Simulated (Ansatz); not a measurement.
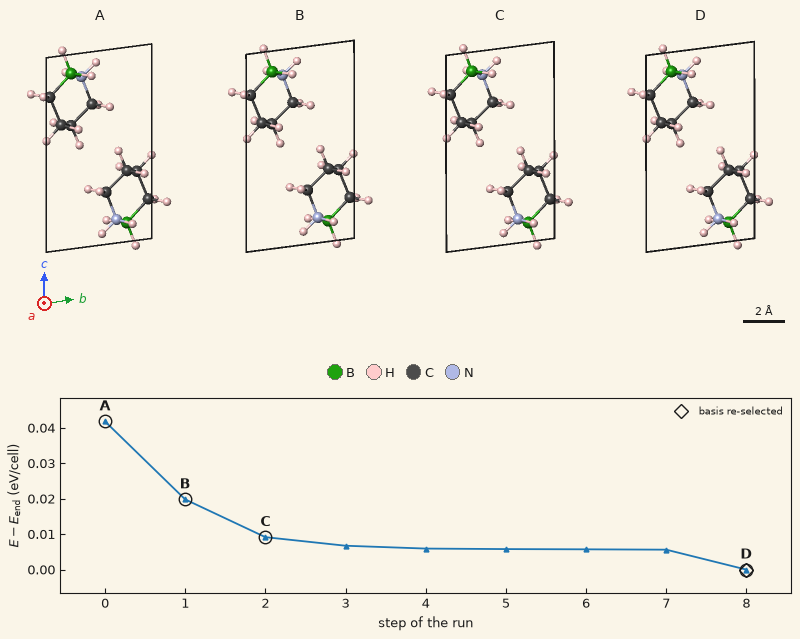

Frames of a relaxation of solid BH₁₂C₄N (set up in P-1), marked on the history of the run. A ball-and-stick model of the cell of the calculation, seen along the a axis.

Case: relaxed again at another level of theory.

Computed with Ansatz 0.2.0, DFT r2SCAN, scalar-relativistic, plane waves, PAW.

The input:
```yaml
crystal:
  lattice:
    - [5.3527006558, -0.0901402815, 0.0357309333]
    - [1.453272878, 5.2673205929, -0.0092011347]
    - [0.7581846232, 1.2745530305, 9.5757036376]
  atoms:
    - { symbol: B, position: [0.8184322208, 0.7635654977, 0.098269347] }
    - { symbol: B, position: [0.1815677792, 0.2364345023, 0.901730653] }
    - { symbol: H, position: [0.3951850737, 0.5060447036, 0.2759921771] }
    - { symbol: H, position: [0.6048149263, 0.4939552964, 0.7240078229] }
    - { symbol: H, position: [0.7326877339, 0.5716336885, 0.1238174942] }
    - { symbol: H, position: [0.2673122661, 0.4283663115, 0.8761825058] }
    - { symbol: H, position: [0.1055738602, 0.3974809091, 0.2954782311] }
    - { symbol: H, position: [0.8944261398, 0.6025190909, 0.7045217689] }
    - { symbol: H, position: [0.2079601664, 0.8172135381, 0.0878141534] }
    - { symbol: H, position: [0.7920398336, 0.1827864619, 0.9121858466] }
    - { symbol: H, position: [0.117252578, 0.6843213216, 0.4722995174] }
    - { symbol: H, position: [0.882747422, 0.3156786784, 0.5277004826] }
    - { symbol: H, position: [0.795723638, 0.8473740064, 0.9740029658] }
    - { symbol: H, position: [0.204276362, 0.1526259936, 0.0259970342] }
    - { symbol: H, position: [0.15208424, 0.929695737, 0.3384071925] }
    - { symbol: H, position: [0.84791576, 0.070304263, 0.6615928075] }
    - { symbol: H, position: [0.2050632259, 0.5285496467, 0.0572661677] }
    - { symbol: H, position: [0.7949367741, 0.4714503533, 0.9427338323] }
    - { symbol: H, position: [0.6949076638, 0.9971424006, 0.4293888768] }
    - { symbol: H, position: [0.3050923362, 0.0028575994, 0.5706111232] }
    - { symbol: H, position: [0.6833448366, 0.6944365735, 0.3912836078] }
    - { symbol: H, position: [0.3166551634, 0.3055634265, 0.6087163922] }
    - { symbol: H, position: [0.4854951565, 0.026263902, 0.200061012] }
    - { symbol: H, position: [0.5145048435, 0.973736098, 0.799938988] }
    - { symbol: H, position: [0.7639309054, 0.1438762199, 0.1775360058] }
    - { symbol: H, position: [0.2360690946, 0.8561237801, 0.8224639942] }
    - { symbol: C, position: [0.1846740185, 0.5666323146, 0.2688077613] }
    - { symbol: C, position: [0.8153259815, 0.4333676854, 0.7311922387] }
    - { symbol: C, position: [0.0638376751, 0.7658567023, 0.3651445934] }
    - { symbol: C, position: [0.9361623249, 0.2341432977, 0.6348554066] }
    - { symbol: C, position: [0.770404536, 0.8573208194, 0.3558571583] }
    - { symbol: C, position: [0.229595464, 0.1426791806, 0.6441428417] }
    - { symbol: C, position: [0.6968207085, 0.9666199427, 0.205669955] }
    - { symbol: C, position: [0.3031792915, 0.0333800573, 0.794330045] }
    - { symbol: "N", position: [0.1237983185, 0.6667348276, 0.1207660851] }
    - { symbol: "N", position: [0.8762016815, 0.3332651724, 0.8792339149] }
basis:
  ecutwfc: 500
kpoints:
  mp_grid: { grid: [4, 4, 2] }
hamiltonian:
  xc: r2scan
scf:
  occupations: { method: gaussian, width: 0.02 }
output:
  forces: true
  stress: true
  eigenvalues: true
  write_density: true
  write_potential: true
  elf: true
  volumetric_format: npy
relax:
  adjacent_minimum: "off"
  f_tol: 0.02
  max_steps: 50
  cell: { stress_tol: 0.03 }
```

Run as
```bash
ansatz run input.yaml --threads 8 --pin off --max-ram 16384MiB --backend cpu --events-out ev --progress --plain --runs-dir out
```

Question: What happens along the run?

Answer: After 7 accepted moves (8 points after the start) the energy has fallen by 41.8 meV per cell of the calculation. The largest force component goes from 0.28 to 0.011 eV/Å. Pressure: −1.06 GPa at the start and 0.01 GPa at the end. The SCF was repeated once at an unchanged geometry on a basis and grid sized afresh for the cell, which shifted the energy by 5.6 meV per cell of the calculation at most. The largest moves relative to the cell, 0.079 Å, are those of H25 and H26. H25 goes roughly along [1 −1 0]. By element the largest moves are H 0.079 Å, C 0.042 Å, B 0.021 Å, N 0.014 Å. The drawn cell changes as follows: a 5.354 → 5.390 Å (+0.7 %), b 5.464 → 5.598 Å (+2.4 %), c 9.690 → 9.803 Å (+1.2 %), α 81.6° → 81.9°, β 85.3° → 85.1°; the volume changes by +4.4 %. Among the contacts that change: H10–N36 1.032 → 1.023 Å, H11–C29 1.099 → 1.093 Å, H15–C29 1.102 → 1.096 Å, H25–C33 1.105 → 1.100 Å. The space group stays P-1 (No. 2). The run took 110 s on 8 threads of AMD EPYC 7R43 64-Core Processor (Zen 3), with other jobs on the host, peak memory 2.1 GiB. From step 0 to 1: H atoms move most (0.10 Å), volume +5.3 %, energy −22.0 meV per cell of the calculation. From step 1 to 2: H atoms move most (0.07 Å), volume −0.5 %, energy −10.6 meV per cell of the calculation. From step 2 to 8: H atoms move most (0.03 Å), volume −0.4 %, energy −9.2 meV per cell of the calculation.
